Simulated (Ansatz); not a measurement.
Fields on a plane of NiSi2 (fluorite type, space group Fm-3m)

```xyz
3
Lattice="0.0000 2.6949 2.6949 2.6949 0.0000 2.6949 2.6949 2.6949 0.0000" Properties=species:S:1:pos:R:3 pbc="T T T"
Ni     0.0000     0.0000     0.0000
Si     1.3474     1.3474     1.3474
Si     4.0423     4.0423     4.0423
```

The slice is a {110} plane (indices of the conventional cell) through the point (0.250, 0.250, 0.250) (fractional), spanned by u = [100] and v = [1 -1 -1] in vectors of this cell: u (3.81 Å) and v (5.39 Å, at 90° to u). It covers one period; positions are fractions (u, v).

Atoms on it: Ni at (0.50, 0.25); Si at (0.00, 0.00); Si at (0.00, 0.50).

Calculation: PBEsol (plane waves to 420 eV, PAW, scalar-relativistic; Ansatz, a quantum-chemistry and plane-wave program). k mesh 15×15×15. Inside the PAW spheres the values are not all-electron values, and peaks at nuclei hang on which shells count as valence. NiSi2 is run without spin polarisation. NiSi2 was relaxed with its symmetry unable to fall. The PAW data are Ansatz's earlier set.

```tsv
v \ u	0.00	0.14	0.29	0.43	0.57	0.71	0.86
0.90	x	x	5.4	9.6	9.6	5.4	x
0.80	2.3	5.1	8.9	10.1	10.1	8.9	5.2
0.70	2.3	5.2	8.9	10.1	10.1	8.9	5.1
0.60	x	x	5.4	9.6	9.6	5.4	x
0.50	x	x	2.8	8.4	8.4	2.9	x
0.40	x	x	3.0	x	x	2.9	x
0.30	2.4	4.7	x	x	x	x	4.7
0.20	2.4	4.7	x	x	x	x	4.7
0.10	x	x	2.9	x	x	3.0	x
0.00	x	x	2.9	8.4	8.4	2.8	x
```

Values: electrostatic potential energy of an electron, from the cell's mean, in eV. Points within 1 Å of a nucleus are blanked (x), as the pseudised field means little there. The zero, the cell's mean, hangs on the PAW cores.

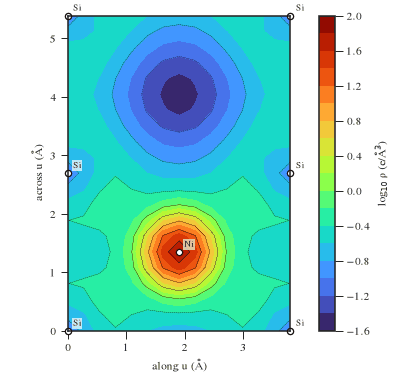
Figure. Log₁₀ of the valence density in e/Å³, one period of the plane, atoms marked. The scale is logarithmic, as a density can span decades between atoms and voids.

| Item | Result |
|---|---|
| Density on the Ni–Si line (2.33 Å) at its midpoint | 0.48 e/Å³ |
| ELF at that point | 0.5 |
| ELF maximum in the middle third of the Ni–Si line | 0.74, 1.5 Å from Ni |
